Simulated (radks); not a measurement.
All numbers are computed, not measured: scalar-relativistic Kohn-Sham, r2SCAN, spin-polarised, spherical densities, finite nucleus (the in-house radial solver radks). The occupation of the 5s shell is varied from Sb⁺ ([Kr] 4d10 5s1 5p3 (high spin)) to Sb ([Kr] 4d10 5s2 5p3 (high spin)), with spherical fractional occupations. Wanted, and plotted below: the total energy less the straight line between the end points, and the eigenvalue of 5s↓ (the dashed line is minus the energy to take the whole electron out).

The curve is convex (below the straight line), with the largest deviation among the points computed, −0.85 eV, at 0.5. The end points differ by 14.9 eV, the energy to take the electron out. The eigenvalue, which is the slope of the energy (Janak's theorem), moves from −18.3 eV at 0 to −11.5 eV at 1; for a straight line it would stay constant, and a parabola would sag by an eighth of this change, scaled to a whole electron, 0.85 eV. Convexity is the delocalisation error: fractional charges are too low in energy. The shell lies under occupied ones, so the straight line is a guide here rather than an exact condition.

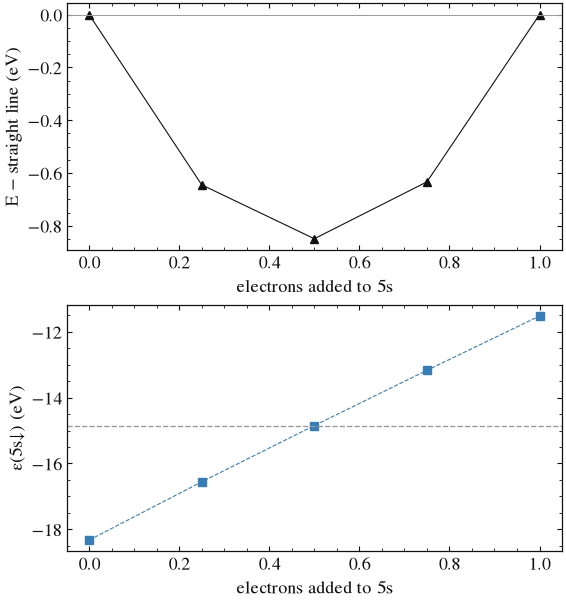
